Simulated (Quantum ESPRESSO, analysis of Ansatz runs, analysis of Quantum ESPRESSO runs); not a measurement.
**Local vibrational mode of Be on a Cd site in CdTe (LDA) (Quantum ESPRESSO)**

Subject: Be on a Cd site in CdTe. Wanted: its local vibrational mode, in one set-up (LDA, GBRV 1.5 LDA, 32-site cell, LDA lattice, k: 2x2x2 shifted). The model is a cell of 32 host atoms with 1 Cd taken out and 1 Be put in. The frequencies come from force constants among the defect atom and its neighbours, with the masses of the isotopes named. A local or semilocal functional is the cheapest first rung.

Measured beforehand: Threefold local mode of Be: 390 cm⁻¹ at 300 K, by near-resonant Raman scattering (“Vibrational and mechanical properties of the highly mismatched (Cd,Be)Te semiconductor alloy : Experiment and ab initio calculations”, 2023, arxiv:2303.01780).

Program: Quantum ESPRESSO 7.5. Level of theory: Quantum ESPRESSO plane-wave DFT, LDA, GBRV 1.5 LDA potentials; relaxation of all atoms of a defect supercell. Results are calculated unless marked as measured.

## 1. Starting point

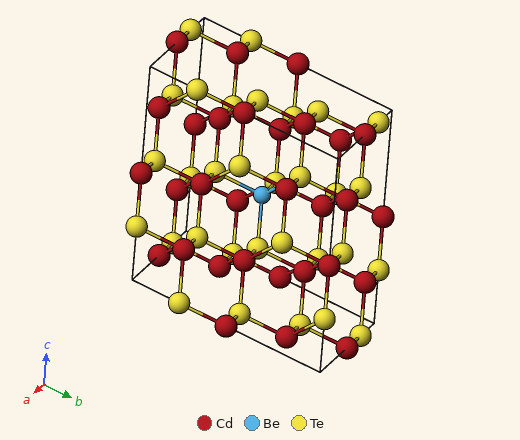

The starting structure, seen slightly off an axis (cadmium red, beryllium blue, tellurium yellow). Some periodic images of atoms are drawn too.

The cell holds 32 atoms: 15 Cd, 1 Be and 16 Te. Its edges and angles: a = 11.125 Å, b = 11.125 Å, c = 11.125 Å, α = 109.5°, β = 109.5°, γ = 109.5°. It derives from CdTe (space group F-43m). Nearest the centre at fractional (0.250, 0.500, 0.250): Be7 at 0.00 Å, Te23 at 2.78 Å, Te28 at 2.78 Å, Te19 at 2.78 Å, Te22 at 2.78 Å, Cd1 at 4.54 Å, Cd3 at 4.54 Å, Cd2 at 4.54 Å.

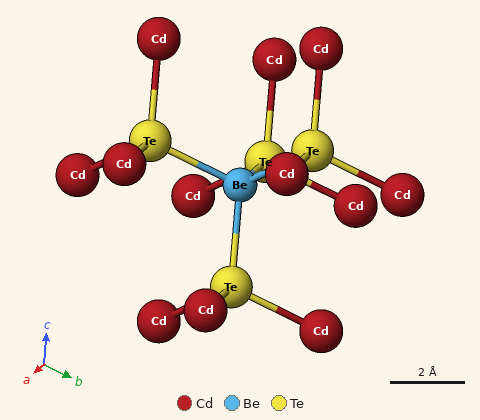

The atoms within 5 Å of the centre.

The host's primitive cell comes from a first run (Quantum ESPRESSO plane-wave DFT, LDA, GBRV 1.5 LDA potentials; relaxation of cell and atoms of a defect-free cell): vectors of 4.542, 4.542 and 4.542 Å. That is 33.12 Å³ an atom, 2.6 % under the diffraction cell's volume. The supercell is built on it.

## 2. Relaxation, charge 0

Every later number rests on the structure around the defect, so the atoms are relaxed at the host's lattice first.

Contents of pw.in:

```
&CONTROL
  calculation = 'relax'
  prefix = 'pwscf'
  outdir = './tmp'
  pseudo_dir = './pseudo'
  tprnfor = .true.
  disk_io = 'low'
  nstep = 70
  forc_conv_thr = 0.00039
  etot_conv_thr = 0.0001
/
&SYSTEM
  ibrav = 0
  nat = 32
  ntyp = 3
  ecutwfc = 45
  ecutrho = 360
  nbnd = 144
  occupations = 'smearing'
  smearing = 'fd'
  degauss = 0.00073499
/
&ELECTRONS
  conv_thr = 3d-08
  electron_maxstep = 100
  mixing_beta = 0.5
/
&IONS
  ion_dynamics = 'bfgs'
/
ATOMIC_SPECIES
Cd   112.4140 cd_lda_v1.uspp.F.UPF
Be     9.0122 be_lda_v1.4.uspp.F.UPF
Te   127.6000 te_lda_v1.uspp.F.UPF
CELL_PARAMETERS angstrom
  -6.4228462395    6.4228462395   -6.4228462395
   6.4228462395    6.4228462395    6.4228462395
   6.4228462395   -6.4228462395   -6.4228462395
ATOMIC_POSITIONS crystal
Cd     0.0000000000    0.0000000000    0.0000000000
Cd     0.0000000000    0.2500000000    0.7500000000
Cd     0.0000000000    0.5000000000    0.5000000000
Cd     0.0000000000    0.7500000000    0.2500000000
Cd     0.2500000000    0.0000000000    0.7500000000
Cd     0.2500000000    0.2500000000    0.5000000000
Be     0.2500000000    0.5000000000    0.2500000000
Cd     0.2500000000    0.7500000000    0.0000000000
Cd     0.5000000000    0.0000000000    0.5000000000
Cd     0.5000000000    0.2500000000    0.2500000000
Cd     0.5000000000    0.5000000000    0.0000000000
Cd     0.5000000000    0.7500000000    0.7500000000
Cd     0.7500000000    0.0000000000    0.2500000000
Cd     0.7500000000    0.2500000000    0.0000000000
Cd     0.7500000000    0.5000000000    0.7500000000
Cd     0.7500000000    0.7500000000    0.5000000000
Te     0.0000000000    0.0000000000    0.7500000000
Te     0.0000000000    0.2500000000    0.5000000000
Te     0.0000000000    0.5000000000    0.2500000000
Te     0.0000000000    0.7500000000    0.0000000000
Te     0.2500000000    0.0000000000    0.5000000000
Te     0.2500000000    0.2500000000    0.2500000000
Te     0.2500000000    0.5000000000    0.0000000000
Te     0.2500000000    0.7500000000    0.7500000000
Te     0.5000000000    0.0000000000    0.2500000000
Te     0.5000000000    0.2500000000    0.0000000000
Te     0.5000000000    0.5000000000    0.7500000000
Te     0.5000000000    0.7500000000    0.5000000000
Te     0.7500000000    0.0000000000    0.0000000000
Te     0.7500000000    0.2500000000    0.7500000000
Te     0.7500000000    0.5000000000    0.5000000000
Te     0.7500000000    0.7500000000    0.2500000000
K_POINTS automatic
2 2 2 1 1 1
```

The run is started by

```bash
OMP_NUM_THREADS=1 mpirun -n 4 pw.x -nk 2 -in pw.in > pw.out
```

What it wrote:

```text
This program is part of the open-source Quantum ESPRESSO suite
     for quantum simulation of materials; please cite
         "P. Giannozzi et al., J. Phys.:Condens. Matter 21 395502 (2009);
         "P. Giannozzi et al., J. Phys.:Condens. Matter 29 465901 (2017);
         "P. Giannozzi et al., J. Chem. Phys. 152 154105 (2020);
          URL
     in publications or presentations arising from this work. More details at

     Message from routine setup:
     using ibrav=0 with symmetry is DISCOURAGED, use correct ibrav instead

     K-points division:     npool     =       2
     Subspace diagonalization in iterative solution of the eigenvalue problem:
     a serial algorithm will be used

     --------------------
     sticks:   dense  smooth     PW     G-vecs:    dense   smooth      PW
     Min        5971    2973    799               412518   145691   20131
     Max        5972    2974    800               412519   145692   20132
     Sum       11943    5947   1599               825037   291383   40263

     Using Slab Decomposition

     bravais-lattice index     =            0
     lattice parameter (alat)  =      21.0226  a.u.
     unit-cell volume          =    7152.1921 (a.u.)^3
     number of atoms/cell      =           32
     number of atomic types    =            3
     number of electrons       =       280.00
     number of Kohn-Sham states=          144
     kinetic-energy cutoff     =      45.0000  Ry
     charge density cutoff     =     360.0000  Ry
     scf convergence threshold =      3.0E-08
     mixing beta               =       0.5000
     number of iterations used =            8  plain     mixing
     energy convergence thresh.=      1.0E-04
     force convergence thresh. =      3.9E-04
     Exchange-correlation= SLA  PZ   NOGX NOGC
                           (   1   1   0   0   0   0   0)
     nstep                     =           70

     celldm(1)=  21.022629  celldm(2)=   0.000000  celldm(3)=   0.000000
     celldm(4)=   0.000000  celldm(5)=   0.000000  celldm(6)=   0.000000

     crystal axes: (cart. coord. in units of alat)
               a(1) = (  -0.577350   0.577350  -0.577350 )
               a(2) = (   0.577350   0.577350   0.577350 )
               a(3) = (   0.577350  -0.577350  -0.577350 )

     reciprocal axes: (cart. coord. in units 2 pi/alat)
               b(1) = (  0.000000  0.866025 -0.866025 )
               b(2) = (  0.866025  0.866025 -0.000000 )
               b(3) = (  0.866025  0.000000 -0.866025 )

     PseudoPot. # 1 for Cd read from file:
     cd_lda_v1.uspp.F.UPF
     Pseudo is Ultrasoft + core correction, Zval = 12.0
     Generated by new atomic code, or converted to UPF format
     Using radial grid of  889 points,  6 beta functions with:
                l(1) =   0
                l(2) =   0
                l(3) =   1
                l(4) =   1
                l(5) =   2
                l(6) =   2
     Q(r) pseudized with  6 coefficients,  rinner =    1.000   1.000   1.000
                                                       1.000   1.000

     PseudoPot. # 2 for Be read from file:
     be_lda_v1.4.uspp.F.UPF
     Pseudo is Ultrasoft, Zval =  4.0
     Generated by new atomic code, or converted to UPF format
     Using radial grid of  769 points,  6 beta functions with:
                l(1) =   0
                l(2) =   0
                l(3) =   0
                l(4) =   1
                l(5) =   1
                l(6) =   2
     Q(r) pseudized with 10 coefficients,  rinner =    1.000   1.000   1.000
                                                       1.000   1.000

     PseudoPot. # 3 for Te read from file:
     te_lda_v1.uspp.F.UPF
     Pseudo is Ultrasoft + core correction, Zval =  6.0
     Generated by new atomic code, or converted to UPF format
     Using radial grid of  891 points,  5 beta functions with:
                l(1) =   0
                l(2) =   0
                l(3) =   1
                l(4) =   1
                l(5) =   2
     Q(r) pseudized with  6 coefficients,  rinner =    1.800   1.800   1.800
                                                       1.800   1.800

     atomic species   valence    mass     pseudopotential
     Cd               12.00   112.41400     Cd( 1.00)
     Be                4.00     9.01220     Be( 1.00)
     Te                6.00   127.60000     Te( 1.00)

     24 Sym. Ops. (no inversion) found (22 have fractional translation)

   Cartesian axes

     site n.     atom                  positions (alat units)
         1        Cd     tau(   1) = (   0.0000000   0.0000000   0.0000000  )
         2        Cd     tau(   2) = (   0.5773503  -0.2886751  -0.2886751  )
         3        Cd     tau(   3) = (   0.5773503   0.0000000   0.0000000  )
         4        Cd     tau(   4) = (   0.5773503   0.2886751   0.2886751  )
         5        Cd     tau(   5) = (   0.2886751  -0.2886751  -0.5773503  )
         6        Cd     tau(   6) = (   0.2886751   0.0000000  -0.2886751  )
         7        Be     tau(   7) = (   0.2886751   0.2886751   0.0000000  )
         8        Cd     tau(   8) = (   0.2886751   0.5773503   0.2886751  )
         9        Cd     tau(   9) = (   0.0000000   0.0000000  -0.5773503  )
        10        Cd     tau(  10) = (   0.0000000   0.2886751  -0.2886751  )
        11        Cd     tau(  11) = (   0.0000000   0.5773503   0.0000000  )
        12        Cd     tau(  12) = (   0.5773503   0.2886751  -0.2886751  )
        13        Cd     tau(  13) = (  -0.2886751   0.2886751  -0.5773503  )
        14        Cd     tau(  14) = (  -0.2886751   0.5773503  -0.2886751  )
        15        Cd     tau(  15) = (   0.2886751   0.2886751  -0.5773503  )
        16        Cd     tau(  16) = (   0.2886751   0.5773503  -0.2886751  )
        17        Te     tau(  17) = (   0.4330127  -0.4330127  -0.4330127  )
        18        Te     tau(  18) = (   0.4330127  -0.1443376  -0.1443376  )
        19        Te     tau(  19) = (   0.4330127   0.1443376   0.1443376  )
        20        Te     tau(  20) = (   0.4330127   0.4330127   0.4330127  )
        21        Te     tau(  21) = (   0.1443376  -0.1443376  -0.4330127  )
        22        Te     tau(  22) = (   0.1443376   0.1443376  -0.1443376  )
        23        Te     tau(  23) = (   0.1443376   0.4330127   0.1443376  )
        24        Te     tau(  24) = (   0.7216878   0.1443376  -0.1443376  )
        25        Te     tau(  25) = (  -0.1443376   0.1443376  -0.4330127  )
        26        Te     tau(  26) = (  -0.1443376   0.4330127  -0.1443376  )
        27        Te     tau(  27) = (   0.4330127   0.1443376  -0.4330127  )
[...]
atom   10 type  1   force =     0.00020387    0.00008502    0.00020387
     atom   11 type  1   force =     0.00020387   -0.00020387   -0.00008502
     atom   12 type  1   force =    -0.00020387   -0.00008502    0.00020387
     atom   13 type  1   force =    -0.00000000   -0.00000000    0.00000000
     atom   14 type  1   force =    -0.00008502    0.00020387   -0.00020387
     atom   15 type  1   force =     0.00000000    0.00000000   -0.00000000
     atom   16 type  1   force =    -0.00008502   -0.00020387    0.00020387
[...]
Total force =     0.003600     Total SCF correction =     0.000047
     Energy error            =      6.6E-05 Ry
     Gradient error          =      7.3E-04 Ry/Bohr

     number of scf cycles    =  18
     number of bfgs steps    =  17

     energy             old  =   -2171.2580485926 Ry
     energy             new  =   -2171.2581150202 Ry

     CASE: energy            _new < energy            _old

     new trust radius        =       0.0049673009 bohr
     new conv_thr            =       0.0000000003 Ry

ATOMIC_POSITIONS (crystal)
Cd               0.0047835178        0.0099284545        0.0047835178
Cd               0.0047835178        0.2547835178        0.7599284545
Cd               0.0051449366        0.5000000000        0.4952164822
Cd               0.0051449366        0.7452164822        0.2500000000
Cd               0.2500000000        0.0000000000        0.7500000000
Cd               0.2500000000        0.2551449366        0.4952164822
Be               0.2500000000        0.5000000000        0.2500000000
Cd               0.2500000000        0.7452164822        0.0051449366
Cd               0.4948550634       -0.0099284545        0.4948550634
Cd               0.4952164822        0.2551449366        0.2500000000
Cd               0.4952164822        0.5000000000        0.0051449366
Cd               0.4948550634        0.7448550634        0.7400715455
Cd               0.7500000000        0.0000000000        0.2500000000
Cd               0.7599284545        0.2547835178        0.0047835178
Cd               0.7500000000        0.5000000000        0.7500000000
Cd               0.7400715455        0.7448550634        0.4948550634
[...]
NEW-OLD atomic charge density approx. for the potential

     negative rho (up, down):  3.070E-01 0.000E+00

     Self-consistent Calculation

     iteration #  1     ecut=    45.00 Ry     beta= 0.50
     Davidson diagonalization with overlap
     ethr =  1.00E-06,  avg # of iterations =  4.0

     Threshold (ethr) on eigenvalues was too large:
     Diagonalizing with lowered threshold

     Davidson diagonalization with overlap
     ethr =  2.64E-08,  avg # of iterations =  6.0

     negative rho (up, down):  3.070E-01 0.000E+00

     total energy              =   -2171.25814869 Ry
     estimated scf accuracy    <       0.00000556 Ry

     iteration #  2     ecut=    45.00 Ry     beta= 0.50
     Davidson diagonalization with overlap
     ethr =  1.98E-09,  avg # of iterations =  5.5

     negative rho (up, down):  3.070E-01 0.000E+00

     total energy              =   -2171.25814999 Ry
     estimated scf accuracy    <       0.00000248 Ry

     iteration #  3     ecut=    45.00 Ry     beta= 0.50
     Davidson diagonalization with overlap
     ethr =  8.86E-10,  avg # of iterations =  3.0

     negative rho (up, down):  3.070E-01 0.000E+00

     total energy              =   -2171.25815041 Ry
     estimated scf accuracy    <       0.00000034 Ry

     iteration #  4     ecut=    45.00 Ry     beta= 0.50
     Davidson diagonalization with overlap
     ethr =  1.22E-10,  avg # of iterations =  4.0

     negative rho (up, down):  3.070E-01 0.000E+00

     total energy              =   -2171.25815048 Ry
     estimated scf accuracy    <       0.00000007 Ry

     iteration #  5     ecut=    45.00 Ry     beta= 0.50
     Davidson diagonalization with overlap
     ethr =  2.34E-11,  avg # of iterations =  4.0

     negative rho (up, down):  3.070E-01 0.000E+00

     total energy              =   -2171.25815049 Ry
     estimated scf accuracy    <       0.00000001 Ry

     iteration #  6     ecut=    45.00 Ry     beta= 0.50
     Davidson diagonalization with overlap
     ethr =  4.13E-12,  avg # of iterations =  4.5

     negative rho (up, down):  3.070E-01 0.000E+00

     total energy              =   -2171.25815050 Ry
     estimated scf accuracy    <          1.9E-09 Ry

     iteration #  7     ecut=    45.00 Ry     beta= 0.50
     Davidson diagonalization with overlap
     ethr =  6.75E-13,  avg # of iterations =  5.5

     negative rho (up, down):  3.070E-01 0.000E+00

     End of self-consistent calculation

          k = 0.4330 0.4330-0.4330 ( 36444 PWs)   bands (ev):

[...]
k = 0.0000 0.4330 0.0000 ( 36478 PWs)   bands (ev):

[...]
-2.9841  -2.8600  -2.8263  -2.8263  -2.7958  -2.7629  -2.6512  -2.6428
    -2.6428  -2.5794  -2.5511  -2.5511   0.4215   0.5697   0.5820   0.5820
     0.5857   0.6546   0.7017   0.7616   0.7616   0.7617   0.9776   1.6402
     1.6402   1.7202   1.7957   2.1799   2.2603   2.2603   2.3275   2.6244
     2.7391   2.7445   2.7445   3.1108   3.1264   3.1264   3.2648   3.3153
     3.3153   3.3905   3.3918   3.3918   3.3957   3.4431   3.4519   3.4519
     3.4896   3.6071   3.9863   3.9863   3.9995   4.0233   4.1374   4.1374
     4.1628   4.2070   4.5357   4.5357   6.8553   7.0981   7.2982   7.2995

     the Fermi energy is     5.8125 ev

!    total energy              =   -2171.25815050 Ry
     estimated scf accuracy    <          1.3E-10 Ry
     smearing contrib. (-TS)   =       0.00000000 Ry
     internal energy E=F+TS    =   -2171.25815050 Ry

     The total energy is F=E-TS. E is the sum of the following terms:
     one-electron contribution =    -714.95265813 Ry
     hartree contribution      =     542.81387459 Ry
     xc contribution           =    -819.95400815 Ry
     ewald contribution        =   -1179.16535881 Ry

     convergence has been achieved in   7 iterations

     negative rho (up, down):  3.070E-01 0.000E+00

     Forces acting on atoms (cartesian axes, Ry/au):

[...]
atom   25 type  3   force =    -0.00016906   -0.00013076   -0.00016906
     atom   26 type  3   force =     0.00013076   -0.00016906    0.00016906
     atom   27 type  3   force =    -0.00016906    0.00016906    0.00013076
     atom   28 type  3   force =     0.00037798    0.00037798   -0.00037798
     atom   29 type  3   force =     0.00016906    0.00013076   -0.00016906
     atom   30 type  3   force =     0.00016906    0.00016906   -0.00013076
     atom   31 type  3   force =     0.00016906   -0.00016906    0.00013076
     atom   32 type  3   force =     0.00016906   -0.00013076    0.00016906

     Total force =     0.001788     Total SCF correction =     0.000034
     Energy error            =      3.5E-05 Ry
     Gradient error          =      3.8E-04 Ry/Bohr

     bfgs converged in  19 scf cycles and  18 bfgs steps
     (criteria: energy <  1.0E-04 Ry, force <  3.9E-04 Ry/Bohr)

     End of BFGS Geometry Optimization

     Final energy             =   -2171.2581504968 Ry

     File ./tmp/pwscf.bfgs deleted, as requested
Begin final coordinates

ATOMIC_POSITIONS (crystal)
[...]
Te               0.4990901068        0.0036501694        0.2500000000
Te               0.5045600626        0.2509098932        0.0009098932
Te               0.4990901068        0.5000000000        0.7536501694
Te               0.4728901166        0.7228901166        0.4728901166
Te               0.7463498306       -0.0036501694       -0.0045600626
Te               0.7463498306        0.2454399374        0.7463498306
Te               0.7536501694        0.5000000000        0.4990901068
Te               0.7536501694        0.7490901068        0.2500000000
End final coordinates

=------------------------------------------------------------------------------=
   JOB DONE.
=------------------------------------------------------------------------------=
```

Run time: 63 min. Hardware: 4 MPI ranks of Arm Neoverse V1, shared host; peak memory 4.2 GiB; 4.1 h of CPU time.

[end of part 1 of 2]

[Logs are printed without paths, hosts, clocks, repeated set-up lines and the standing remarks that a program may print on its own settings, such as how far it seeks lower states.]

[Hosts, paths, dates, database ids (printed as entryN), source tags and the programs' standing remarks are cut or masked in the printed files.]

[For some hosts the program warned that the k-mesh of the response run may be too coarse for force constants and the static dielectric constant; such warnings are not shown here.]
